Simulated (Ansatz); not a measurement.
The calculation's input:

```
crystal:
  periodic: [false, false, false]
  atoms:
    - { symbol: "N", position_ang: [2.8259, -1.1305, 0.089] }
    - { symbol: C, position_ang: [1.8836, -0.452, 0.1213] }
    - { symbol: Si, position_ang: [0.3653, 0.6486, 0.14] }
    - { symbol: C, position_ang: [-1.1676, -0.2757, -0.3017] }
    - { symbol: Cl, position_ang: [-1.5822, -1.4256, 0.9895] }
    - { symbol: H, position_ang: [0.2062, 1.3271, 1.4581] }
    - { symbol: H, position_ang: [0.5413, 1.7538, -0.8451] }
    - { symbol: H, position_ang: [-2.0206, 0.398, -0.422] }
    - { symbol: H, position_ang: [-1.0518, -0.8438, -1.229] }
basis:
  gaussian:
    orbitals: cc-pVDZ
hamiltonian:
  xc: pbe0
output:
  orbitals: {}
  forces: true
```

Run with:

```sh
python methods_c2h4clnsi.py
```

Not at a stationary point (largest force 1.1 eV/Å).

All numbers below come from SCF PBE0, Gaussian basis in Ansatz 0.2.0.

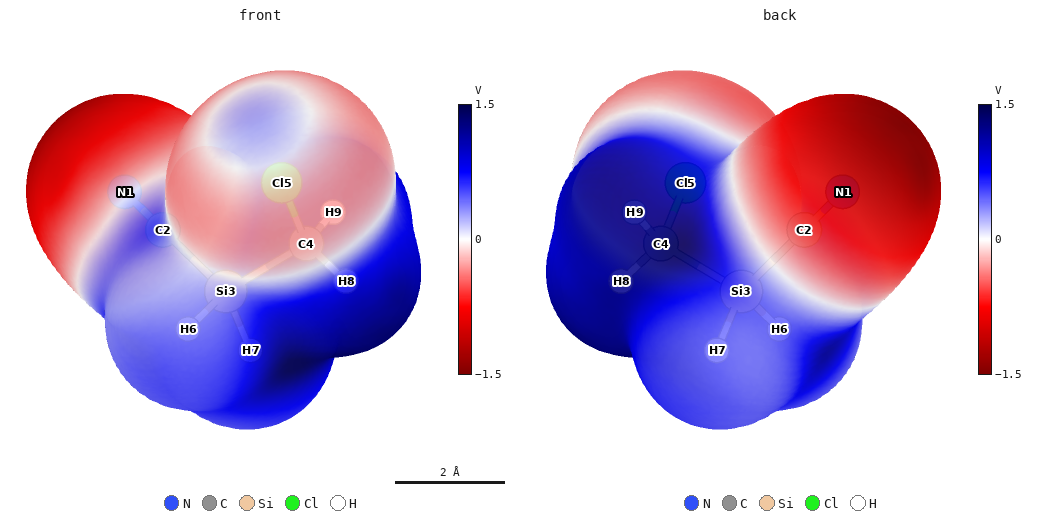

C2H4ClNSi. The molecular electrostatic potential painted on the density surface at 0.001 e/bohr³, seen from the front and from behind; red is negative and blue positive.

Q: Describe the electrostatic potential map.

A: The most negative region (about −1.4 V) lies over N1, the most positive (about +1.4 V) over Si3 and H8. Cl5 shows a σ-hole: about +0.3 V at the tip opposite its bond, against about −0.2 V on its flanks. N1 is the likeliest acceptor of a hydrogen bond.
